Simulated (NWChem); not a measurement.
**One shape, several levels: ZrO2 (zirconia)**

Wanted: a comparison of 4 runs (CAM-B3LYP/def2-TZVP, BHLYP/def2-TZVP, TPSS/def2-TZVP, wB97X/def2-TZVP) of ZrO2 (zirconia). 

Program for the calculation: NWChem 7.3.0.

### 1 The system as given

ZrO2: 3 atoms, total charge 0, spin state singlet. SMILES: `[O]=[Zr]=[O]`. The coordinates come from a PBE0-D4/def2-TZVP relaxation.

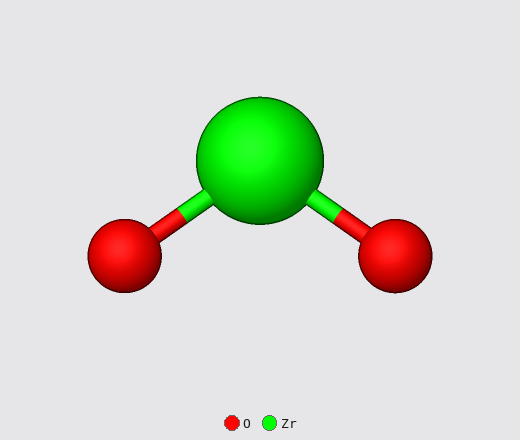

Viewed from a chosen angle; oxygen red, zirconium green.

### 2 Energy and forces at CAM-B3LYP/def2-TZVP (core potential) (run 1)

Input file job.nw:

```
start job
title "O2Zr CAM-B3LYP"
memory stack 880 mb heap 220 mb global 1100 mb

geometry noautosym nocenter noautoz
   O      0.654500     1.252500     0.388400
   Zr     0.348500    -0.481700     0.351800
   O     -1.003000    -0.770800    -0.740100
end

basis spherical bse
   * library def2-TZVP
end

ecp bse
   Zr library def2-TZVP
end

dft
   xc xcamb88 1.00 lyp 0.81 vwn_5 0.19 hfexch 1.00
   cam 0.33 cam_alpha 0.19 cam_beta 0.46
   grid fine
   convergence energy 1e-08
   direct
   iterations 100
   mulliken
   print low
end

task dft gradient
```

Launch:

```bash
$ nwchem job.nw > job.out
```

Output:

```text
[...]
 d= 0,ls=0.0,diis     1   -196.9587407524 -2.67D+02  3.91D-02  4.15D+00     9.7
[...]
 d= 0,ls=0.0,diis    12   -197.5190963149 -2.79D-09  5.57D-07  4.36D-09   108.4
         Total DFT energy =     -197.519096314941
      One electron energy =     -426.132856728121
           Coulomb energy =      182.118896822941
    Exchange-Corr. energy =      -23.077969150887
 Nuclear repulsion energy =       69.572832741126
[...]
      Total Density - Mulliken Population Analysis
     ---------------------------------------------
    Atom       Charge   Shell Charges
 -----------   ------   -------------------------------------------------------
    1 O    8     8.64   0.79  1.18  0.61  0.92  0.43  1.85  1.83  1.01  0.00  0.02  0.00
    2 Zr  12    10.73   0.03 -0.36  1.63  0.71  0.07  0.00  5.09  0.85  0.15  0.05  1.28  0.93  0.17  0.11
    3 O    8     8.64   0.79  1.18  0.61  0.92  0.43  1.85  1.83  1.01  0.00  0.02  0.00
[...]
                         DFT ENERGY GRADIENTS
    atom               coordinates                        gradient
                 x          y          z           x          y          z
   1 O       1.236826   2.366882   0.733970   -0.001543  -0.002345  -0.000992
   2 Zr      0.658570  -0.910281   0.664806   -0.000363   0.000489  -0.000365
   3 O      -1.895395  -1.456601  -1.398586    0.001906   0.001856   0.001357
 Task  times  cpu:      176.9s     wall:      176.9s
 Total times  cpu:      177.0s     wall:      177.0s
```

Run time: 3 min. Hardware: 1 thread of Intel Xeon Platinum 8259CL at 2.50GHz (Skylake/Cascade Lake), shared host; peak memory 0.12 GiB.

### 3 Energy and forces at BHLYP/def2-TZVP (core potential) (run 2)

Input file struct.xyz:

```xyz
3
O2Zr
O      0.654500     1.252500     0.388400
Zr     0.348500    -0.481700     0.351800
O     -1.003000    -0.770800    -0.740100
```

Input file struct.nw:

```
start struct
title "O2Zr"
memory total 2200 mb

geometry units angstrom noautosym nocenter noautoz
   load struct.xyz
end

basis "ao basis" spherical bse
   * library def2-TZVP
end

ecp bse
   Zr library def2-TZVP
end

dft
   xc bhlyp
   grid fine
   convergence energy 1e-08
   maxiter 100
   mulliken
end

task dft gradient
```

Launch:

```bash
$ nwchem struct.nw > struct.out
```

Output:

```text
[...]
          Wavefunction type:  closed shell.
          No. of atoms     :     3
          No. of electrons :    28
[...]
          Charge           :     0
          Spin multiplicity:     1
[...]
          AO basis - number of functions:   102
[...]
              XC Information
              --------------
                        BHLYP Method XC Functional
                     Hartree-Fock (Exact) Exchange  0.500
                        Slater Exchange Functional  0.500 local
                    Becke 1988 Exchange Functional  0.500 non-local
              Lee-Yang-Parr Correlation Functional  1.000
[...]
 d= 0,ls=0.0,diis     1   -196.9048055362 -2.66D+02  3.84D-02  3.94D+00     2.5
[...]
 d= 0,ls=0.0,diis    11   -197.4260137365 -6.88D-09  3.93D-07  7.55D-09    21.1
         Total DFT energy =     -197.426013736470
      One electron energy =     -426.153204666665
           Coulomb energy =      182.153520318700
    Exchange-Corr. energy =      -22.999162129632
 Nuclear repulsion energy =       69.572832741127
[...]
  wavefunction    = closed shell
                         DFT ENERGY GRADIENTS
    atom               coordinates                        gradient
                 x          y          z           x          y          z
   1 O       1.236826   2.366882   0.733970   -0.001379   0.005266  -0.001816
   2 Zr      0.658570  -0.910281   0.664806    0.005332  -0.007382   0.005383
   3 O      -1.895395  -1.456601  -1.398586   -0.003953   0.002116  -0.003568
[...]
```

Wall time 29 s (1 thread of Intel Xeon Platinum 8259CL at 2.50GHz (Skylake/Cascade Lake), shared host); peak memory 0.13 GiB.

Run 3 isn't shown in full; the table further down has it.

### 4 Energy and gradient at wB97X/def2-TZVP (core potential) (run 4)

Input file run.py:

```python
from ase import Atoms
from ase.calculators.nwchem import NWChem

mol = Atoms(['O', 'Zr', 'O'], positions=[
    [0.654500, 1.252500, 0.388400],
    [0.348500, -0.481700, 0.351800],
    [-1.003000, -0.770800, -0.740100],
])

calc = NWChem(
    label='o2zr',
    theory='dft',
    memory='2200 mb',
    basis='def2-TZVP',
    basispar='spherical bse',
    dft={'xc': 'wb97x', 'mult': '1', 'grid': 'fine', 'convergence': 'energy 1e-08', 'iterations': '100', 'mulliken': None},
    **{'ecp bse': {'Zr library': 'def2-TZVP'}},
)
mol.calc = calc

forces = mol.get_forces()
print("Total energy (eV):", round(mol.get_potential_energy(), 6))
print("forces (eV/A):")
for s, f in zip(mol.symbols, forces):
    print(f"{s:2s} {f[0]:10.5f} {f[1]:10.5f} {f[2]:10.5f}")
print("dipole (e A):", mol.get_dipole_moment().round(4))
```

Launch:

```bash
$ export ASE_NWCHEM_COMMAND="nwchem PREFIX.nwi > PREFIX.nwo"
$ python run.py
```

Output:

```text
Total energy (eV): -5375.797393
forces (eV/A):
O     0.07801   -0.13457    0.08212
Zr   -0.17617    0.24415   -0.17787
O     0.09816   -0.10953    0.09580
dipole (e A): [ 0.8787 -1.2146  0.8869]
```

The calculator wrote o2zr.nwi:

```
title "o2zr"

permanent_dir o2zr

scratch_dir o2zr

start o2zr

geometry units angstrom nocenter noautosym noautoz
  O  6.5449999999999997e-01 1.2524999999999999e+00 3.8840000000000002e-01
  Zr 3.4849999999999998e-01 -4.8170000000000002e-01 3.5180000000000000e-01
  O  -1.0029999999999999e+00 -7.7080000000000004e-01 -7.4009999999999998e-01
end

memory 2200 mb

basis spherical bse noprint
   * library def2-TZVP
end

dft
  xc wb97x
  mult 1
  grid fine
  convergence energy 1e-08
  iterations 100
  mulliken
end
ecp bse
  Zr library def2-TZVP
end

task dft gradient
```

o2zr.nwo:

```text
Northwest Computational Chemistry Package (NWChem) 7.3.0
             --------------------------------------------------------

           Job information
           ---------------

    nwchem branch   = 7.3.0
    use scalapack   = T
    input           = o2zr.nwi
    prefix          = o2zr.
    data base       = o2zr/o2zr.db
    status          = startup
    nproc           =        1

           Memory information
           ------------------

[... 5 lines left out ...]
    hardfail = no
[... 89 lines left out ...]
  convergence criterion.
[... 47 lines left out ...]
          Spatial weights used:  Erf1
[... 32 lines left out ...]
 1-e energy   =    -421.328127
[... 43 lines left out ...]
           Coulomb energy =      182.188950398556
[... 787 lines left out ...]
          Convergence on density requested:  1.00D-05
[... 32 lines left out ...]
          total energy or number of iterations.
[... 40 lines left out ...]
                 ----------------------------------------
                 |  Time  |  1-e(secs)   |  2-e(secs)   |
                 ----------------------------------------
                 |  CPU   |       0.08   |      67.26   |
                 ----------------------------------------
                 |  WALL  |       0.08   |      67.26   |
                 ----------------------------------------

 Task  times  cpu:      182.1s     wall:      182.1s
 Total times  cpu:      182.2s     wall:      182.2s
```

It took 3.1 min on 1 thread of Intel Xeon Platinum 8259CL at 2.50GHz (Skylake/Cascade Lake), shared host; peak memory 0.13 GiB.

### 5 All runs side by side

| run | level | energy (Eh) | largest force (eV/Å) | wall time |
| --- | --- | --- | --- | --- |
| 1 | CAM-B3LYP/def2-TZVP (core potential) | -197.519096 | 0.154 | 3 min |
| 2 | BHLYP/def2-TZVP (core potential) | -197.426014 | 0.544 | 29 s |
| 3 | TPSS/def2-TZVP (core potential) | -197.639934 | 1.464 | 39 s |
| 4 | wB97X/def2-TZVP (core potential) | -197.556912 | 0.350 | 3.1 min |

### 6 Outcome

```
                       quantity          value
            run 4: total energy  -197.55691 Eh
           run 4: dipole moment         8.37 D
             run 4: HOMO energy       -9.11 eV
             run 4: LUMO energy       -1.03 eV
           run 4: HOMO–LUMO gap        8.08 eV
run 4: largest force on an atom     0.350 eV/Å
```

What this shows: Over runs 2, 3, 4 the dipole moment (its size) runs from 7.54 D (TPSS/def2-TZVP) to 8.49 D (BHLYP/def2-TZVP). Over runs 2, 3, 4 the HOMO–LUMO gap runs from 1.98 eV (TPSS/def2-TZVP) to 8.08 eV (wB97X/def2-TZVP). Totals of different functionals can't be ranked against each other. All runs together took 7.1 min, the longest 3.1 min.
